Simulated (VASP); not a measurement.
Band structure of ZnS (zinc blende). Calculation: optB86b-vdW, VASP's PBE PAW potentials (set 64) (plane waves; VASP).

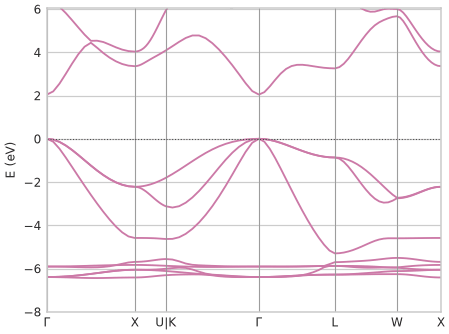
Figure. Bands along high-symmetry lines, zero at the valence-band maximum or, without a gap, the Fermi level

**Question.** Read the plot: is there a gap, and where are the band edges?

**Answer.** The gap is direct, 2.05 eV, from the valence maximum at Γ to the conduction minimum at Γ. (Edges off the drawn lines would not show.)

Measured: gap 3.94 eV (computed value off by -1.89 eV), as given by Wei Chen et al., Physical Review Materials (2018), doi:10.1103/physrevmaterials.2.073803 [zero-point renormalisation of 0.1 eV added back (the table's ZPR column)].

The compound is ZnS in the zinc blende structure. It was relaxed first.
